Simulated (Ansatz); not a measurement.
**AlHO2 (singlet): PBE, r2SCAN, PBE0, B3LYP, wB97M-V, B2PLYP, RPA-PBE over vertical spin and charge gaps, cc-pVDZ**

Aim: run AlHO2 (singlet) with these functionals over vertical spin and charge gaps, and hold them against the top wave-function level at the same points.

Method: cc-pVDZ, all electrons in the functionals, frozen cores in the correlation of double hybrids and RPA; program: Ansatz 0.2.0, Gaussian basis.

The runs, in order: PBE, r2SCAN, PBE0, B3LYP, wB97M-V, B2PLYP, RPA-PBE, at charge 0, singlet; charge 0, triplet; charge 1, doublet.

4 further runs of the same task are left out: 1 for a known fault of the program, 3 set aside as unsound or not needed.

## 1. The system

The geometry is a PBE0/def2-TZVP stationary point (not a proven minimum).

4 atoms, charge 0, spin multiplicity 1.

Atoms are counted from 1 here; the program's logs count them from 0.

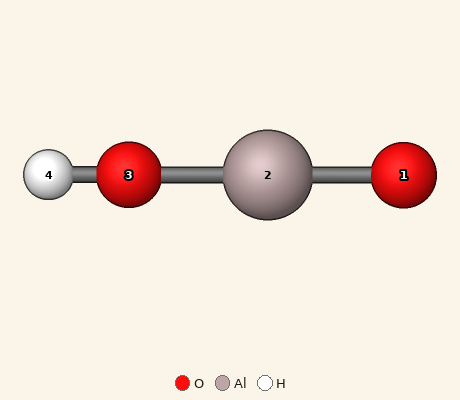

The geometry (oxygen red, aluminium light grey, hydrogen white); atoms are numbered from 1 in the order of the file.

No dispersion term is added; wB97M-V holds VV10 nonlocal correlation. B3LYP takes the VWN-RPA correlation.

The geometry shown and the zero of energy belong to the point charge 0, singlet. The yardstick, UCCSDT(Q), and other wave-function levels (R restricted, U unrestricted, valence and pair active spaces) come from earlier runs.

## 2. PBE, charge 0, singlet

File in.yaml:

```yaml
crystal:
  periodic: [false, false, false]
  atoms:
    - {symbol: O, position_ang: [0.000000, 0.000000, -2.248625]}
    - {symbol: Al, position_ang: [0.000000, 0.000000, -0.653025]}
    - {symbol: O, position_ang: [0.000000, 0.000000, 0.977875]}
    - {symbol: H, position_ang: [0.000000, 0.000000, 1.923775]}
basis:
  gaussian: {orbitals: cc-pVDZ}
hamiltonian: {xc: {name: PBE}}
output: {orbitals: {seedname: orbitals}}
```

On the command line:

```bash
ansatz run in.yaml --threads 1 --pin off --events-out ev --progress --plain --max-ram 4096MiB --backend cpu
```

The program printed:

```text
Functional definition: PBE
  name "PBE"
  cite "Perdew, Burke & Ernzerhof, Phys. Rev. Lett. 77, 3865 (1996) doi:10.1103/PhysRevLett.77.3865"
  parent pbe
  parameter kappa = 0.804
  parameter beta = 0.06672455060314922
  exchange = pbe_x(kappa = kappa, mu = beta*pi^2/3)
  correlation = pbe_c(beta = beta)
581 factors; their error is unknown
mean field evaluation 1: about -10682.3909 eV, gradient 9.4e1 eV
mean field evaluation 2: about -10518.6064 eV, gradient 2.0e2 eV
mean field evaluation 4: about -10696.3223 eV, gradient 3.5e1 eV
mean field evaluation 8: about -10699.7790 eV, gradient 1.3e0 eV
mean field evaluation 16: about -10699.7404 eV, gradient 8.4e-6 eV
mean field -10699.74038880 eV, -393.2082067438 hartree, gradient 8.4e-6 eV, S^2 0.000000; 0 other end points of the search recorded, 0 dependent functions left out
reference -10699.74042303 eV, -393.2082080016 hartree; 15, 15 occupied and 36, 36 virtual orbitals, 581 factors
Total energy: -10699.74042303 eV, -393.2082080016 hartree
```

Wall time 0.55 s (1 thread of AMD EPYC 7R13, shared host).

## 3. PBE, charge 0, triplet

in.yaml: that of step 2 with these lines changed.

```diff
@@ -9,2 +9,3 @@
   gaussian: {orbitals: cc-pVDZ}
+magnetization: {spin_polarized: true, initial_magnetization: 2}
 hamiltonian: {xc: {name: PBE}}
```

Same command.

The program printed:

```text
Functional definition: PBE
  name "PBE"
  cite "Perdew, Burke & Ernzerhof, Phys. Rev. Lett. 77, 3865 (1996) doi:10.1103/PhysRevLett.77.3865"
  parent pbe
  parameter kappa = 0.804
  parameter beta = 0.06672455060314922
  exchange = pbe_x(kappa = kappa, mu = beta*pi^2/3)
  correlation = pbe_c(beta = beta)
581 factors; their error is unknown
mean field evaluation 1: about -10687.6345 eV, gradient 4.9e1 eV
mean field evaluation 2: about -10608.6225 eV, gradient 1.2e2 eV
mean field evaluation 4: about -10696.1177 eV, gradient 1.0e1 eV
mean field evaluation 8: about -10696.5897 eV, gradient 1.0e-1 eV
mean field evaluation 16: about -10696.5479 eV, gradient 2.9e-5 eV
mean field evaluation 32: about -10690.4888 eV, gradient 3.0e1 eV
mean field evaluation 64: about -10695.3090 eV, gradient 3.1e0 eV
mean field -10696.54791390 eV, -393.0908854552 hartree, gradient 5.7e-6 eV, S^2 2.002772; 7 other end points of the search recorded, 0 dependent functions left out
reference -10696.54794935 eV, -393.0908867580 hartree; 16, 14 occupied and 35, 37 virtual orbitals, 581 factors
Total energy: -10696.54794935 eV, -393.0908867580 hartree
```

Run time: 4.3 s. Hardware: 1 thread of AMD EPYC 7R13, shared host.

From the report: ⟨S²⟩ of the determinant 2.003 (pure triplet: 2.00).

From charge 0, singlet: +73.6 kcal/mol.

## 4. PBE, charge 1, doublet

in.yaml: that of step 3 with these lines changed.

```diff
@@ -9,3 +9,4 @@
   gaussian: {orbitals: cc-pVDZ}
-magnetization: {spin_polarized: true, initial_magnetization: 2}
+total_charge: 1
+magnetization: {spin_polarized: true, initial_magnetization: 1}
 hamiltonian: {xc: {name: PBE}}
```

Launched as before.

The program printed:

```text
Functional definition: PBE
  name "PBE"
  cite "Perdew, Burke & Ernzerhof, Phys. Rev. Lett. 77, 3865 (1996) doi:10.1103/PhysRevLett.77.3865"
  parent pbe
  parameter kappa = 0.804
  parameter beta = 0.06672455060314922
  exchange = pbe_x(kappa = kappa, mu = beta*pi^2/3)
  correlation = pbe_c(beta = beta)
581 factors; their error is unknown
mean field evaluation 1: about -10666.2959 eV, gradient 7.9e1 eV
mean field evaluation 2: about -10546.5332 eV, gradient 1.5e2 eV
mean field evaluation 4: about -10668.0317 eV, gradient 6.4e1 eV
mean field evaluation 8: about -10689.7522 eV, gradient 5.9e-1 eV
mean field evaluation 16: about -10689.7118 eV, gradient 6.4e-5 eV
mean field evaluation 32: about -10689.7118 eV, gradient 1.7e-5 eV
mean field evaluation 64: about -10688.3462 eV, gradient 2.6e0 eV
mean field -10689.71180143 eV, -392.8396629555 hartree, gradient 8.6e-6 eV, S^2 0.753739; 6 other end points of the search recorded, 0 dependent functions left out
reference -10689.71184113 eV, -392.8396644145 hartree; 15, 14 occupied and 36, 37 virtual orbitals, 581 factors
Total energy: -10689.71184113 eV, -392.8396644145 hartree
```

It took 4.6 s on 1 thread of AMD EPYC 7R13, shared host.

From the report: ⟨S²⟩ of the determinant 0.754 (pure doublet: 0.75).

From charge 0, singlet: +231.3 kcal/mol.

## 5. r2SCAN, charge 0, singlet

in.yaml: that of step 4 with these lines changed.

```diff
@@ -9,5 +9,3 @@
   gaussian: {orbitals: cc-pVDZ}
-total_charge: 1
-magnetization: {spin_polarized: true, initial_magnetization: 1}
-hamiltonian: {xc: {name: PBE}}
-output: {orbitals: {seedname: orbitals}}
+hamiltonian: {xc: {name: r2SCAN}}
+output: {forces: true}
```

The command is unchanged.

The program printed (excerpt; [...] marks lines left out):

```text
Functional definition: r2SCAN
  name "r2SCAN"
  cite "Furness, Kaplan, Ning, Perdew & Sun, J. Phys. Chem. Lett. 11, 8208 (2020) doi:10.1021/acs.jpclett.0c02405"
  cite "Furness, Kaplan, Ning, Perdew & Sun, J. Phys. Chem. Lett. 11, 9248 (2020) doi:10.1021/acs.jpclett.0c03077"
  parent r2scan
[...]
581 factors; their error is unknown
[...]
mean field -10705.03912691 eV, -393.4029317777 hartree, gradient 4.6e-5 eV, S^2 0.000000; 0 other end points of the search recorded, 0 dependent functions left out
[...]
reference -10705.03913790 eV, -393.4029321819 hartree; 15, 15 occupied and 36, 36 virtual orbitals, 581 factors
Total energy: -10705.03913790 eV, -393.4029321819 hartree
Atom 0 at     0.000000     0.000000    -2.248625 Å, force     0.000000     0.000000    -1.529084 eV/Å
Atom 1 at     0.000000     0.000000    -0.653025 Å, force    -0.000000     0.000000     0.428070 eV/Å
Atom 2 at     0.000000     0.000000     0.977875 Å, force     0.000000    -0.000000     0.737625 eV/Å
Atom 3 at     0.000000     0.000000     1.923775 Å, force    -0.000000     0.000000     0.363389 eV/Å
Dipole moment:    -0.000000    -0.000000     1.122505 e Å
```

It took 1.4 s on 1 thread of AMD EPYC 7R13, shared host.

## 6. r2SCAN, charge 0, triplet

in.yaml: that of step 5 with these lines changed.

```diff
@@ -9,3 +9,3 @@
   gaussian: {orbitals: cc-pVDZ}
+magnetization: {spin_polarized: true, initial_magnetization: 2}
 hamiltonian: {xc: {name: r2SCAN}}
-output: {forces: true}
```

Same command.

The program printed:

```text
Functional definition: r2SCAN
  name "r2SCAN"
  cite "Furness, Kaplan, Ning, Perdew & Sun, J. Phys. Chem. Lett. 11, 8208 (2020) doi:10.1021/acs.jpclett.0c02405"
  cite "Furness, Kaplan, Ning, Perdew & Sun, J. Phys. Chem. Lett. 11, 9248 (2020) doi:10.1021/acs.jpclett.0c03077"
  parent r2scan
  parameter k0 = 0.174
  parameter k1 = 0.065
  parameter a1 = 4.9479
  exchange = r2scan_x(k0 = k0, k1 = k1, a1 = a1)
  correlation = r2scan_c
581 factors; their error is unknown
mean field evaluation 1: about -10694.4360 eV, gradient 4.6e1 eV
mean field evaluation 2: about -10636.8867 eV, gradient 1.1e2 eV
mean field evaluation 4: about -10701.7487 eV, gradient 7.8e0 eV
mean field evaluation 8: about -10702.0356 eV, gradient 1.3e-1 eV
mean field evaluation 16: about -10701.9954 eV, gradient 1.5e-5 eV
mean field evaluation 32: about -10701.9942 eV, gradient 1.8e-1 eV
mean field -10701.99537544 eV, -393.2910759743 hartree, gradient 1.7e-5 eV, S^2 2.007170; 3 other end points of the search recorded, 0 dependent functions left out
reference -10701.99538976 eV, -393.2910765005 hartree; 16, 14 occupied and 35, 37 virtual orbitals, 581 factors
Total energy: -10701.99538976 eV, -393.2910765005 hartree
```

Wall time 4.7 s (1 thread of AMD EPYC 7R13, shared host).

From the report: ⟨S²⟩ of the determinant 2.007 (pure triplet: 2.00).

From charge 0, singlet: +70.2 kcal/mol.

## 7. r2SCAN, charge 1, doublet

in.yaml: that of step 6 with these lines changed.

```diff
@@ -9,3 +9,4 @@
   gaussian: {orbitals: cc-pVDZ}
-magnetization: {spin_polarized: true, initial_magnetization: 2}
+total_charge: 1
+magnetization: {spin_polarized: true, initial_magnetization: 1}
 hamiltonian: {xc: {name: r2SCAN}}
```

The command is unchanged.

The program printed:

```text
Functional definition: r2SCAN
  name "r2SCAN"
  cite "Furness, Kaplan, Ning, Perdew & Sun, J. Phys. Chem. Lett. 11, 8208 (2020) doi:10.1021/acs.jpclett.0c02405"
  cite "Furness, Kaplan, Ning, Perdew & Sun, J. Phys. Chem. Lett. 11, 9248 (2020) doi:10.1021/acs.jpclett.0c03077"
  parent r2scan
  parameter k0 = 0.174
  parameter k1 = 0.065
  parameter a1 = 4.9479
  exchange = r2scan_x(k0 = k0, k1 = k1, a1 = a1)
  correlation = r2scan_c
581 factors; their error is unknown
mean field evaluation 1: about -10675.2638 eV, gradient 7.3e1 eV
mean field evaluation 2: about -10586.1450 eV, gradient 1.4e2 eV
mean field evaluation 4: about -10678.4526 eV, gradient 5.5e1 eV
mean field evaluation 8: about -10695.2042 eV, gradient 5.1e-1 eV
mean field evaluation 16: about -10695.1671 eV, gradient 1.4e-4 eV
mean field evaluation 32: about -10692.6762 eV, gradient 7.3e0 eV
mean field -10695.16712263 eV, -393.0401423121 hartree, gradient 1.9e-5 eV, S^2 0.754101; 3 other end points of the search recorded, 0 dependent functions left out
reference -10695.16713961 eV, -393.0401429362 hartree; 15, 14 occupied and 36, 37 virtual orbitals, 581 factors
Total energy: -10695.16713961 eV, -393.0401429362 hartree
```

Run time: 4.4 s. Hardware: 1 thread of AMD EPYC 7R13, shared host.

From the report: ⟨S²⟩ of the determinant 0.754 (pure doublet: 0.75).

From charge 0, singlet: +227.7 kcal/mol.

## 8. PBE0, charge 0, singlet

in.yaml: that of step 7 with these lines changed.

```diff
@@ -9,4 +9,3 @@
   gaussian: {orbitals: cc-pVDZ}
-total_charge: 1
-magnetization: {spin_polarized: true, initial_magnetization: 1}
-hamiltonian: {xc: {name: r2SCAN}}
+hamiltonian: {xc: {name: PBE0}}
+output: {forces: true, orbitals: {seedname: orbitals}}
```

The command is unchanged.

The program printed (excerpt; [...] marks lines left out):

```text
Functional definition: PBE0
  name "PBE0"
  cite "Adamo & Barone, J. Chem. Phys. 110, 6158 (1999) doi:10.1063/1.478522"
  cite "Perdew, Burke & Ernzerhof, Phys. Rev. Lett. 77, 3865 (1996) doi:10.1103/PhysRevLett.77.3865"
  parent pbe
[...]
480 factors; integrals over basis functions are off by at most 1.4e-3 eV
[...]
mean field -10700.07552652 eV, -393.2205228279 hartree, gradient 7.2e-5 eV, S^2 0.000000; 0 other end points of the search recorded, 0 dependent functions left out
[...]
reference -10700.07555308 eV, -393.2205238040 hartree; 15, 15 occupied and 36, 36 virtual orbitals, 480 factors
Total energy: -10700.07555308 eV, -393.2205238040 hartree
Atom 0 at     0.000000     0.000000    -2.248625 Å, force    -0.000000     0.000000    -1.334987 eV/Å
Atom 1 at     0.000000     0.000000    -0.653025 Å, force     0.000000    -0.000000     0.278901 eV/Å
Atom 2 at     0.000000     0.000000     0.977875 Å, force    -0.000000     0.000000     0.824750 eV/Å
Atom 3 at     0.000000     0.000000     1.923775 Å, force    -0.000000     0.000000     0.231336 eV/Å
Dipole moment:    -0.000000    -0.000000     1.144774 e Å
```

Run time: 0.82 s. Hardware: 1 thread of AMD EPYC 7R13, shared host.

## 9. PBE0, charge 0, triplet

in.yaml: that of step 8 with these lines changed.

```diff
@@ -9,3 +9,4 @@
   gaussian: {orbitals: cc-pVDZ}
+magnetization: {spin_polarized: true, initial_magnetization: 2}
 hamiltonian: {xc: {name: PBE0}}
-output: {forces: true, orbitals: {seedname: orbitals}}
+output: {orbitals: {seedname: orbitals}}
```

Same command.

The program printed:

```text
Functional definition: PBE0
  name "PBE0"
  cite "Adamo & Barone, J. Chem. Phys. 110, 6158 (1999) doi:10.1063/1.478522"
  cite "Perdew, Burke & Ernzerhof, Phys. Rev. Lett. 77, 3865 (1996) doi:10.1103/PhysRevLett.77.3865"
  parent pbe
  parameter a = 0.25
  parameter kappa = 0.804
  parameter beta = 0.06672455060314922
  exchange = (1 - a)*pbe_x(kappa = kappa, mu = beta*pi^2/3) + a*exact_x
  correlation = pbe_c(beta = beta)
480 factors; integrals over basis functions are off by at most 1.4e-3 eV
mean field evaluation 1: about -10690.7458 eV, gradient 4.2e1 eV
mean field evaluation 2: about -10666.8354 eV, gradient 8.4e1 eV
mean field evaluation 4: about -10696.9697 eV, gradient 5.3e0 eV
mean field evaluation 8: about -10697.1555 eV, gradient 1.8e-1 eV
mean field evaluation 16: about -10697.1560 eV, gradient 1.6e-4 eV
mean field -10697.15596451 eV, -393.1132309030 hartree, gradient 5.1e-6 eV, S^2 2.004196; 1 other end points of the search recorded, 0 dependent functions left out
reference -10697.15599164 eV, -393.1132319002 hartree; 16, 14 occupied and 35, 37 virtual orbitals, 480 factors
Total energy: -10697.15599164 eV, -393.1132319002 hartree
```

It took 1.4 s on 1 thread of AMD EPYC 7R13, shared host.

From the report: ⟨S²⟩ of the determinant 2.004 (pure triplet: 2.00).

From charge 0, singlet: +67.3 kcal/mol.

## 10. PBE0, charge 1, doublet

in.yaml: that of step 9 with these lines changed.

```diff
@@ -9,3 +9,4 @@
   gaussian: {orbitals: cc-pVDZ}
-magnetization: {spin_polarized: true, initial_magnetization: 2}
+total_charge: 1
+magnetization: {spin_polarized: true, initial_magnetization: 1}
 hamiltonian: {xc: {name: PBE0}}
```

Same command.

The program printed:

```text
Functional definition: PBE0
  name "PBE0"
  cite "Adamo & Barone, J. Chem. Phys. 110, 6158 (1999) doi:10.1063/1.478522"
  cite "Perdew, Burke & Ernzerhof, Phys. Rev. Lett. 77, 3865 (1996) doi:10.1103/PhysRevLett.77.3865"
  parent pbe
  parameter a = 0.25
  parameter kappa = 0.804
  parameter beta = 0.06672455060314922
  exchange = (1 - a)*pbe_x(kappa = kappa, mu = beta*pi^2/3) + a*exact_x
  correlation = pbe_c(beta = beta)
480 factors; integrals over basis functions are off by at most 1.4e-3 eV
mean field evaluation 1: about -10673.2004 eV, gradient 6.8e1 eV
mean field evaluation 2: about -10614.3441 eV, gradient 1.2e2 eV
mean field evaluation 4: about -10689.5396 eV, gradient 1.3e1 eV
mean field evaluation 8: about -10690.3017 eV, gradient 2.2e-1 eV
mean field evaluation 16: about -10690.3021 eV, gradient 2.2e-4 eV
mean field -10690.30209720 eV, -392.8613559252 hartree, gradient 3.9e-5 eV, S^2 0.752833; 1 other end points of the search recorded, 0 dependent functions left out
reference -10690.30212652 eV, -392.8613570024 hartree; 15, 14 occupied and 36, 37 virtual orbitals, 480 factors
Total energy: -10690.30212652 eV, -392.8613570024 hartree
```

Wall time 1.4 s (1 thread of AMD EPYC 7R13, shared host).

From the report: ⟨S²⟩ of the determinant 0.753 (pure doublet: 0.75).

From charge 0, singlet: +225.4 kcal/mol.

The fields below are evaluated on a grid from the run's orbitals.

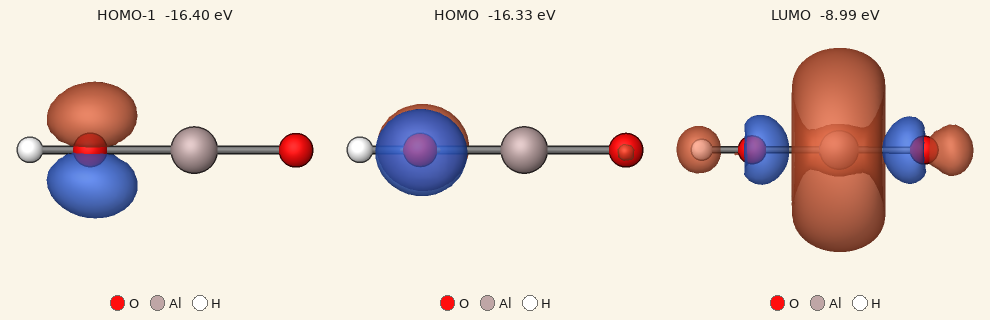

PBE0/cc-pVDZ orbitals (alpha spin) near the gap, drawn at the value that encloses 70 % of each; the two colours are the two signs.

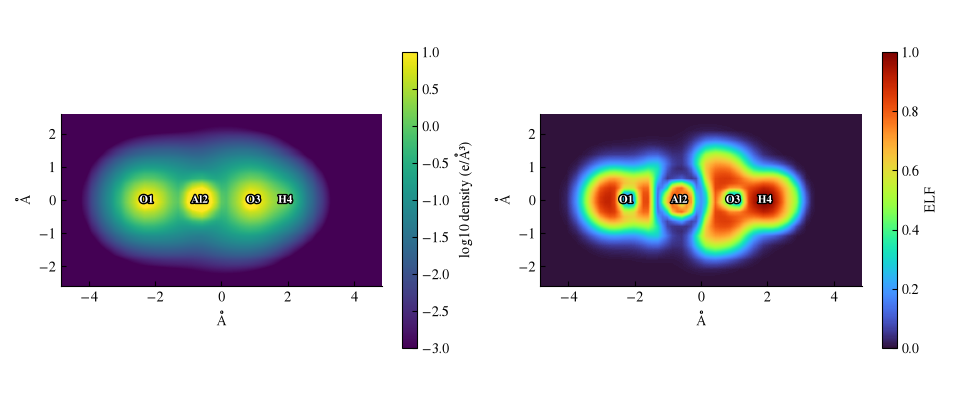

Density (left) and ELF (right) in a plane through or near 4 of the atoms.

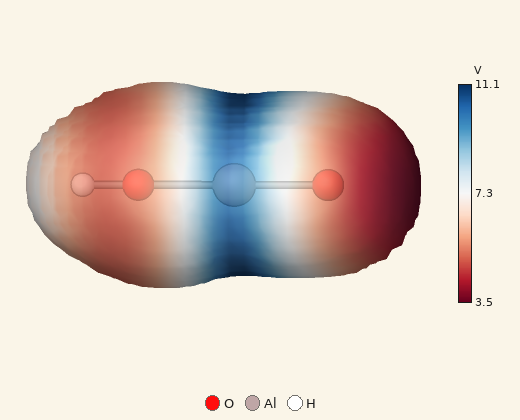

The potential that a unit positive charge feels on the 0.002 e/bohr³ surface, from 3.50 V near O1 to 11.09 V near Al2.

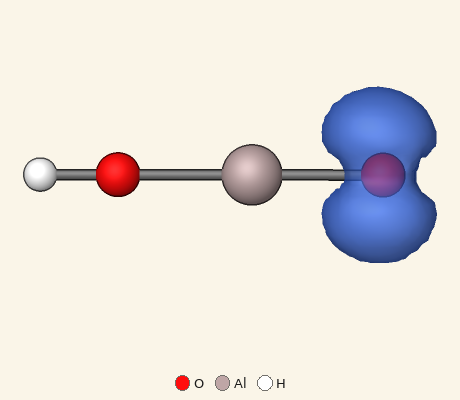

Spin density at ±0.08 e/Å³ (alpha excess blue, beta excess red).

## 11. B3LYP, charge 0, singlet

in.yaml: that of step 10 with these lines changed.

```diff
@@ -9,5 +9,2 @@
   gaussian: {orbitals: cc-pVDZ}
-total_charge: 1
-magnetization: {spin_polarized: true, initial_magnetization: 1}
-hamiltonian: {xc: {name: PBE0}}
-output: {orbitals: {seedname: orbitals}}
+hamiltonian: {xc: {name: B3LYP}}
```

Launched as before.

The program printed (excerpt; [...] marks lines left out):

```text
Functional definition: B3LYP
  name "B3LYP"
  cite "Stephens, Devlin, Chabalowski & Frisch, J. Phys. Chem. 98, 11623 (1994) doi:10.1021/j100096a001"
  cite "Becke, Phys. Rev. A 38, 3098 (1988) doi:10.1103/PhysRevA.38.3098"
  cite "Lee, Yang & Parr, Phys. Rev. B 37, 785 (1988) doi:10.1103/PhysRevB.37.785"
  cite "Vosko, Wilk & Nusair, Can. J. Phys. 58, 1200 (1980) doi:10.1139/p80-159"
[...]
480 factors; integrals over basis functions are off by at most 1.4e-3 eV
[...]
mean field -10708.19076437 eV, -393.5187523181 hartree, gradient 2.0e-6 eV, S^2 0.000000; 0 other end points of the search recorded, 0 dependent functions left out
reference -10708.19096085 eV, -393.5187595387 hartree; 15, 15 occupied and 36, 36 virtual orbitals, 480 factors
Total energy: -10708.19096085 eV, -393.5187595387 hartree
```

Run time: 0.73 s. Hardware: 1 thread of AMD EPYC 7R13, shared host.

## 12. B3LYP, charge 0, triplet

in.yaml: that of step 11 with these lines changed.

```diff
@@ -9,2 +9,3 @@
   gaussian: {orbitals: cc-pVDZ}
+magnetization: {spin_polarized: true, initial_magnetization: 2}
 hamiltonian: {xc: {name: B3LYP}}
```

Same command.

The program printed (excerpt; [...] marks lines left out):

```text
Functional definition: B3LYP
  name "B3LYP"
  cite "Stephens, Devlin, Chabalowski & Frisch, J. Phys. Chem. 98, 11623 (1994) doi:10.1021/j100096a001"
  cite "Becke, Phys. Rev. A 38, 3098 (1988) doi:10.1103/PhysRevA.38.3098"
  cite "Lee, Yang & Parr, Phys. Rev. B 37, 785 (1988) doi:10.1103/PhysRevB.37.785"
  cite "Vosko, Wilk & Nusair, Can. J. Phys. 58, 1200 (1980) doi:10.1139/p80-159"
[...]
480 factors; integrals over basis functions are off by at most 1.4e-3 eV
[...]
mean field -10705.14655233 eV, -393.4068795890 hartree, gradient 1.1e-5 eV, S^2 2.002731; 1 other end points of the search recorded, 0 dependent functions left out
reference -10705.14675495 eV, -393.4068870354 hartree; 16, 14 occupied and 35, 37 virtual orbitals, 480 factors
Total energy: -10705.14675495 eV, -393.4068870354 hartree
```

Wall time 1.4 s (1 thread of AMD EPYC 7R13, shared host).

From the report: ⟨S²⟩ of the determinant 2.003 (pure triplet: 2.00).

From charge 0, singlet: +70.2 kcal/mol.

## 13. B3LYP, charge 1, doublet

in.yaml: that of step 12 with these lines changed.

```diff
@@ -9,3 +9,4 @@
   gaussian: {orbitals: cc-pVDZ}
-magnetization: {spin_polarized: true, initial_magnetization: 2}
+total_charge: 1
+magnetization: {spin_polarized: true, initial_magnetization: 1}
 hamiltonian: {xc: {name: B3LYP}}
```

Same command.

The program printed (excerpt; [...] marks lines left out):

```text
Functional definition: B3LYP
  name "B3LYP"
  cite "Stephens, Devlin, Chabalowski & Frisch, J. Phys. Chem. 98, 11623 (1994) doi:10.1021/j100096a001"
  cite "Becke, Phys. Rev. A 38, 3098 (1988) doi:10.1103/PhysRevA.38.3098"
  cite "Lee, Yang & Parr, Phys. Rev. B 37, 785 (1988) doi:10.1103/PhysRevB.37.785"
  cite "Vosko, Wilk & Nusair, Can. J. Phys. 58, 1200 (1980) doi:10.1139/p80-159"
[...]
480 factors; integrals over basis functions are off by at most 1.4e-3 eV
[...]
mean field -10698.31422220 eV, -393.1557960881 hartree, gradient 1.6e-5 eV, S^2 0.753007; 1 other end points of the search recorded, 0 dependent functions left out
reference -10698.31442872 eV, -393.1558036774 hartree; 15, 14 occupied and 36, 37 virtual orbitals, 480 factors
Total energy: -10698.31442872 eV, -393.1558036774 hartree
```

Wall time 1.3 s (1 thread of AMD EPYC 7R13, shared host).

From the report: ⟨S²⟩ of the determinant 0.753 (pure doublet: 0.75).

From charge 0, singlet: +227.8 kcal/mol.

(Part 1 of 2 ends here.)
